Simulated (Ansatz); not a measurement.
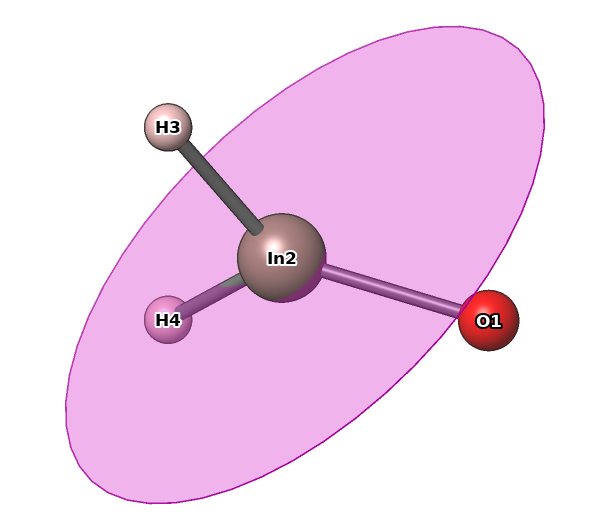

A disc through the centre of mass is drawn in. Atoms fade into the background with distance from the viewer. State: charge −1, singlet. The geometry was computed by an optimisation with PBE0-D4/def2-TZVPD. No frequency run is at hand to confirm it as a minimum.

Is the plane of the disc a mirror plane of the structure?

Answer. No. The point group is C2v, with 1 C2 axis and 2 mirror planes, and this plane isn't one of its mirror planes.
